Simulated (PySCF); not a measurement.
SMILES BC[SiH2]c1cccs1 at its GFN2-xTB optimised geometry (Å):

```
17

B     -2.6739    -2.8038    -1.3989
C     -1.7069    -1.6017    -1.4528
Si    -0.5085    -1.7925     0.0304
C      0.6680    -0.3289     0.0000
C      2.0325    -0.3289     0.0000
C      2.6066     0.9595     0.0000
C      1.6686     1.9410     0.0031
S      0.0750     1.3035     0.0045
H     -2.3981    -3.8079    -1.9341
H     -3.6661    -2.7384    -0.7813
H     -1.0892    -1.5640    -2.3499
H     -2.1884    -0.6313    -1.3353
H      0.3146    -3.0034    -0.0703
H     -1.2355    -1.7884     1.3072
H      2.6089    -1.2367    -0.0009
H      3.6661     1.1455    -0.0028
H      1.8121     3.0034     0.0033
```

Level of theory: PySCF with PBE/def2-SVP.

Map of the log10 of the electron density (e/bohr³), floored at −4 on the plane z = 1.2 Å:

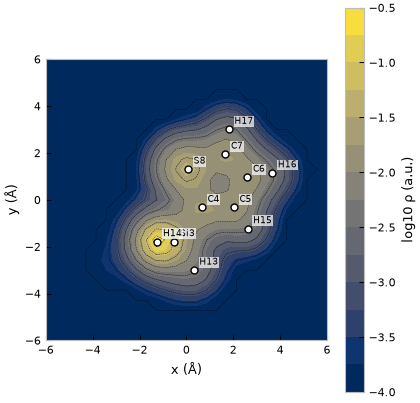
Log10 of the electron density (e/bohr³), floored at −4 on the plane z = 1.2 Å.
